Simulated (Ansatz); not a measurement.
# CCSDT/STO-3G run of As2 (SMILES [As]#[As])

Aim: the vertical electron affinity of As2 at CCSDT/STO-3G, from 2 runs. 

The results are computed with Ansatz 0.2.0.

42 further runs of the same task are left out: 20 that didn't finish, 22 set aside as unsound or not needed.

## Step 1: Starting point

The species is As2 (2 atoms), meant as a singlet with charge 0. SMILES: `[As]#[As]`. The coordinates come from a PBE0-D4/def2-TZVP relaxation.

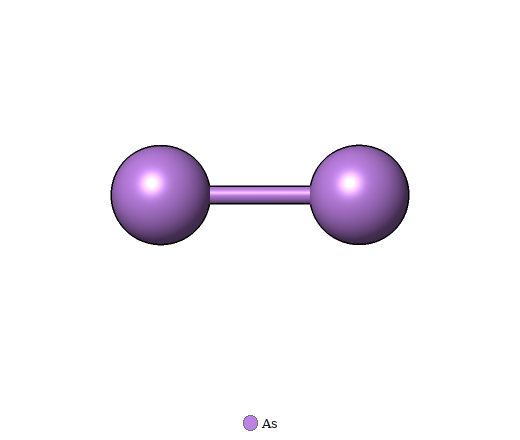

The structure, seen from a chosen angle (arsenic purple).

## Step 2: A single-point energy at CCSDT/STO-3G

molecule.yaml reads:

```yaml
crystal:
  periodic: [false, false, false]
  atoms:
    - symbol: As
      position_ang: [0.000000, -0.000000, 0.002480]
    - symbol: As
      position_ang: [-0.000000, 0.000000, 2.091490]
basis:
  gaussian:
    orbitals: STO-3G
correlation:
  method: ccsdt
  frozen_orbitals: {As: 9}
accuracy: high
scf:
  omitted_lower_state_checks: [cluster_reference, increment]
```

Command:

```console
$ ansatz run molecule.yaml --threads 1 --pin off --max-ram 3480MiB --events-out events.jsonl --progress --plain --runs-dir runs
```

Log (excerpt; [...] marks lines left out):

```text
Warning: RAYON_NUM_THREADS=1 ignored (pool sized by the plan → 1); use --threads N
Functional definition: HF
  name "HF"
[...]
448 factors; integrals over basis functions are off by at most 9.7e-9 eV
[...]
mean field -120234.91356553 eV, -4418.5515753816 hartree, gradient 6.5e-9 eV, S^2 0.000000; 0 other end points of the search recorded, 0 dependent functions left out; unrestricted orbitals would lower it
18 core orbitals not correlated: weight in the atoms' cores, before any rotation towards them, 1.000 or more for the frozen orbitals, at most 0.000 for the correlated occupied ones
reference -120234.91356553 eV, -4418.5515753816 hartree; 15, 15 occupied and 3, 3 virtual orbitals, 448 factors
second order -3.38228262 eV of doubles, -0.00000000 eV of singles
cycle   1  -3.00531701 eV  change    3.8e-1 eV  update   8.8e-2
[...]
cycle  28  -3.34245627 eV  change  -3.2e-10 eV  update   3.6e-9
Total energy: -120238.25602180 eV, -4418.6744083841 hartree
Checks for a lower state left out: cluster_reference, increment
```

It took 1.1 s on 1 thread of Arm Neoverse V1, shared host; peak memory 0.092 GiB.

## Step 3: The doublet anion

in.yaml reads:

```yaml
crystal:
  periodic: [false, false, false]
  atoms:
    - symbol: As
      position_ang: [0.000000, -0.000000, 0.002480]
    - symbol: As
      position_ang: [-0.000000, 0.000000, 2.091490]
basis:
  gaussian: {orbitals: STO-3G}
total_charge: -1
magnetization: {spin_polarized: true, initial_magnetization: 1}
correlation: {method: ccsdt, frozen_orbitals: {As: 9}}
accuracy: high
scf: {omitted_lower_state_checks: [cluster_reference, increment]}
```

Command:

```console
$ ansatz run in.yaml --threads 1 --pin off --max-ram 3480MiB --events-out events.jsonl --progress --plain --runs-dir runs
```

Log:

```text
Warning: RAYON_NUM_THREADS=1 ignored (pool sized by the plan → 1); use --threads N
[... 14 lines left out ...]
18 core orbitals not correlated: weight in the atoms' cores, before any rotation towards them, 1.000 or more for the frozen orbitals, at most 0.000 for the correlated occupied ones
[... 36 lines left out ...]
Total energy: -120232.68939266 eV, -4418.4698385364 hartree
Checks for a lower state left out: cluster_reference, increment
```

Run time: 4.2 s. Hardware: 1 thread of Arm Neoverse V1, shared host; peak memory 0.14 GiB.

## Step 4: Summary of results

Level: CCSDT/STO-3G, 18 core orbitals frozen.

| quantity | value |
| --- | --- |
| singlet As2: total energy | -4418.67441 Eh |
| singlet As2: correlation energy (18 core orbitals frozen) | -122.8 mEh |
| singlet As2: T1 diagnostic | 0.003 |
| doublet anion: total energy | -4418.46984 Eh |
| doublet anion: correlation energy (18 core orbitals frozen) | -69.7 mEh |
| doublet anion: ⟨S²⟩ of the reference determinant | 1.269 |
| doublet anion: T1 diagnostic | 0.057 |
| vertical electron affinity (to the doublet anion) | -5.567 eV |

In words: The anion lies 5.57 eV (537 kJ/mol) above the neutral: the electron isn't bound at this level, and such a value depends on the basis. Without diffuse functions anions come out too high. In a minimal basis such a difference can be off by several eV, whatever the method. The restricted solution (singlet As2) is unstable to spin breaking: an unrestricted one lies lower. ⟨S²⟩ (doublet anion) is 1.27 where a pure doublet has 0.75: the reference is spin-contaminated. The T1 diagnostic (doublet anion) of 0.057 is above the customary mark for such species, so a single reference may not serve.
